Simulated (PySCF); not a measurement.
FH₄PSi, SMILES `F[SiH2]P`.

Method: ωB97X/6-31+G*; geometry: GFN2-xTB; program: PySCF. No frequency check shows the geometry to be a minimum. GFN2-xTB bond lengths at metals and heavier atoms can be off by up to 0.1 Å and shapes distorted, which carries into these values.

Coordinates in Å:

```
F1       1.6123   -0.7702   -0.0001
Si2      0.6456    0.5235    0.0000
P3      -1.5185   -0.0547   -0.0000
H4       0.9964    1.2160   -1.2296
H5       0.9968    1.2158    1.2295
H6      -1.3822   -1.0043    0.9993
H7      -1.3825   -1.0042   -0.9990
```

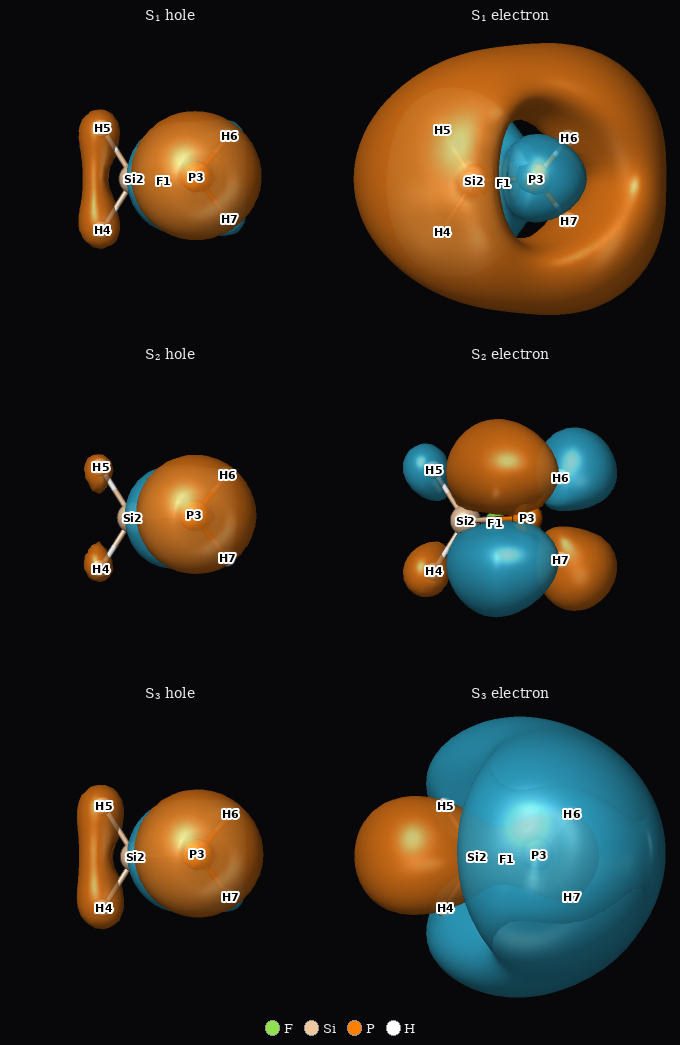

Leading natural transition orbitals (TDA singlet states).

> Describe these excited states.

By state:
- S₁: 7.02 eV (177 nm), f = 0.037, partly diffuse acceptor orbital; the leading pair carries 96 %; hole on P3 (69 %), Si2 (15 %) and F1 (5 %), electron on Si2 (39 %), P3 (32 %) and H6 and H7 (8 % each) (atom shares of so diffuse an orbital are rough); their centroids lie 0.8 Å apart; S₂ lies within 0.1 eV of it.
- S₂: 7.09 eV (175 nm), f = 0.027; the leading pair carries 99 %; hole on P3 (70 %) and Si2 (17 %), electron on P3 (54 %), Si2 (15 %) and H6 and H7 (13 % each); their centroids lie 0.1 Å apart; S₁ lies within 0.1 eV of it.
- S₃: 7.26 eV (171 nm), f = 0.174 (bright), n → diffuse (Rydberg-like) orbital; the leading pair carries 94 %; hole on P3 (66 %), Si2 (16 %) and F1 (6 %), electron on Si2 (40 %), P3 (34 %) and F1 (7 %) (atom shares of so diffuse an orbital are rough); their centroids lie 0.6 Å apart.
